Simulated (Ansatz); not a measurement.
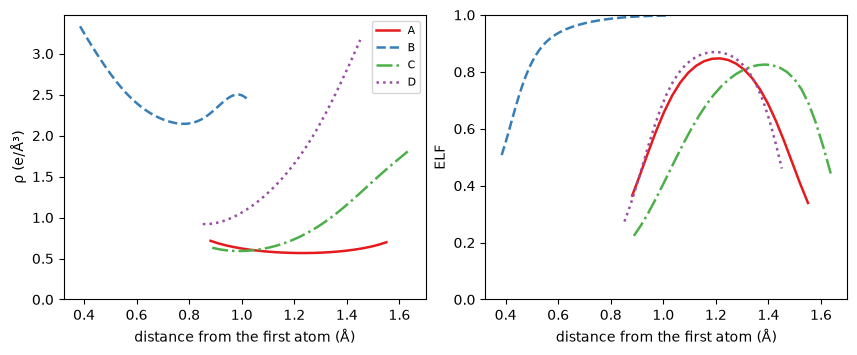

*ClGe$_{2}$H$_{6}$N. Total electron density and ELF along straight lines between neighbouring atoms. The curves leave out the atomic cores.*

All numbers below come from Ansatz, RKS PBE-D4/def2-SVP.

```yaml
atoms:
  - { symbol: N, position_ang: [-0.4632, 1.2006, -1.4046] }
  - { symbol: Ge, position_ang: [0.7230, 0.4304, -0.2237] }
  - { symbol: Cl, position_ang: [2.1348, -0.9695, -1.2110] }
  - { symbol: Ge, position_ang: [-0.5093, -0.9243, 1.3769] }
  - { symbol: H, position_ang: [-0.0138, 1.7845, -2.1202] }
  - { symbol: H, position_ang: [-1.0662, 0.5210, -1.8827] }
  - { symbol: H, position_ang: [1.5952, 1.5801, 0.3433] }
  - { symbol: H, position_ang: [-1.3468, -1.9654, 0.5910] }
  - { symbol: H, position_ang: [-1.4583, -0.0450, 2.2321] }
  - { symbol: H, position_ang: [0.4877, -1.6636, 2.3018] }
```

Which curve belongs to which contact (Ge–Cl, Ge–Ge, Ge–N and N–H)? The first atom named is at distance zero.

Answer. Curve A: Ge–Ge (2.43 Å): ρ is about 0.57 e/Å³ halfway; the ELF peaks at about 0.85 between the atoms, as expected for a shared electron pair. Curve B: N–H (1.03 Å): the density is about 2.7 e/Å³ at the midpoint; the ELF climbs to about 1 towards the hydrogen, as it does in any bond to H (an ordinary covalent bond to hydrogen). Curve C: Ge–Cl (2.22 Å): the density is about 0.64 e/Å³ at the midpoint; the ELF peaks at about 0.85 in the valence shell of Cl, 0.8 Å from its nucleus, and is about 0.60 at the midpoint. Curve D: Ge–N (1.84 Å): ρ at the midpoint is about 0.95 e/Å³; the ELF peaks at about 0.85 in the valence shell of N, 0.6 Å from its nucleus, and is about 0.45 at the midpoint.
